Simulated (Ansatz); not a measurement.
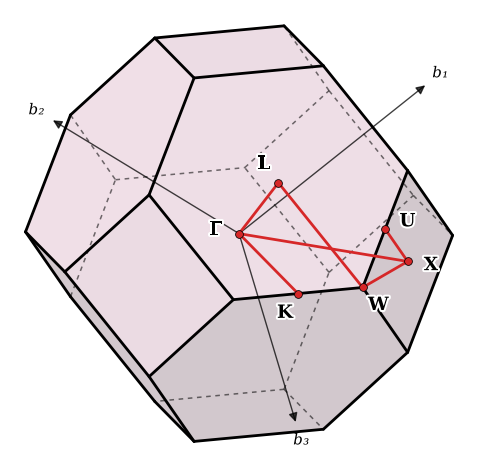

Crystal: PrC, the input geometry of an electronic-structure calculation (not necessarily at equilibrium); the starting structure was generated, so it need not be a known form of this composition. The first Brillouin zone and its special points. All values are computed from the atomic coordinates in the standard setting (tolerance 0.002 Å).

Space group F-43m (No. 216); a = 5.319 Å, b = 5.319 Å, c = 5.319 Å, α = 90.00°, β = 90.00°, γ = 90.00°.

Labels and path follow the convention of Hinuma et al. (2017), as computed by seekpath; the arrows show the directions of the reciprocal primitive vectors b₁, b₂, b₃, in which coordinates are given; lengths include the factor 2π.

Q: List the special points with their coordinates and distances from Γ.

A:
```json
{"point": "Γ", "k₁": "0", "k₂": "0", "k₃": "0", "length of k (1/Å)": "0.000"}
{"point": "X", "k₁": "1/2", "k₂": "0", "k₃": "1/2", "length of k (1/Å)": "1.181"}
{"point": "L", "k₁": "1/2", "k₂": "1/2", "k₃": "1/2", "length of k (1/Å)": "1.023"}
{"point": "W", "k₁": "1/2", "k₂": "1/4", "k₃": "3/4", "length of k (1/Å)": "1.321"}
{"point": "K", "k₁": "3/8", "k₂": "3/8", "k₃": "3/4", "length of k (1/Å)": "1.253"}
{"point": "U", "k₁": "5/8", "k₂": "1/4", "k₃": "5/8", "length of k (1/Å)": "1.253"}
```

Q: What is the zone's volume?

A: (2π)³ over the primitive cell's volume of 37.61 Å³: 6.6 Å⁻³.
